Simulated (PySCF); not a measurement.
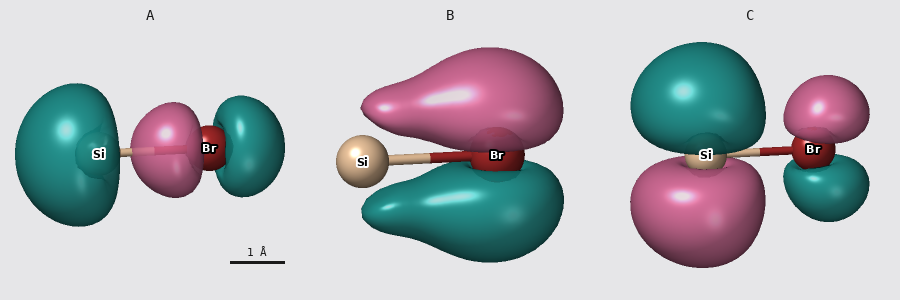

Figure. SiBr (charge +1). Three frontier orbitals, each drawn at the value that holds 80 % of its norm (teal and pink are the two phases), in no order; of a degenerate pair one member is drawn.

The calculation used PBE0/def2-SVP, non-relativistic Hamiltonian with scalar-relativistic core potentials where named, at a bond length of 2.125 Å (PySCF 2.14.0).

Question: Label each orbital by symmetry, say whether it is occupied, and order them by energy.

Answer: Orbital B: π, occupied, −16.00 eV; mainly on Br (85 %).
Orbital A: σ, occupied, −15.66 eV; shared between the atoms (Si 65 %, Br 35 %).
Orbital C: π, empty, −9.57 eV; mainly on Si (80 %).
